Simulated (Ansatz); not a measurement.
```xyz
9

Ta   -0.4128    0.5323   -0.1673
O     2.6452   -0.4092   -0.2019
H     2.9012   -0.4380    0.7283
F     0.2414    0.6229    1.5831
F    -0.1375    0.0138   -1.9355
Cl   -2.4562    1.4862   -0.1238
F    -0.7981   -1.2535    0.1907
Cl    1.0669    2.4053   -0.6430
H     2.8136    0.5258   -0.4588
```

Core potentials replace the inner electrons of Ta; not at a stationary point (largest force 1.4 eV/Å).

Level of theory: RKS PBE0/def2-SVP (Ansatz).

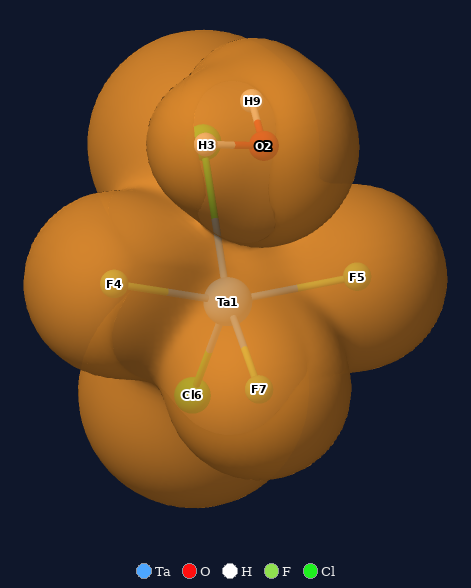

Cl2F3Ta···H2O. Isosurface of the electron density at 0.05 e/Å³ (orange), seen at an oblique angle.

What does this surface tell about the bonding?

Answer. At this value the surface is in one piece. It bridges the sampled Ta···O (3.20 Å), Ta–F (1.86 Å), Ta–Cl (2.26 Å) and O–H (0.97 Å) contacts, where the density stays above the isovalue. On the grid the lowest density along these lines, outside the cores, is 0.06 e/Å³ (Ta···O, 3.20 Å), 1 e/Å³ (Ta–F, 1.86 Å), 0.73 e/Å³ (Ta–Cl, 2.26 Å) and 2.4 e/Å³ (O–H, 0.97 Å).
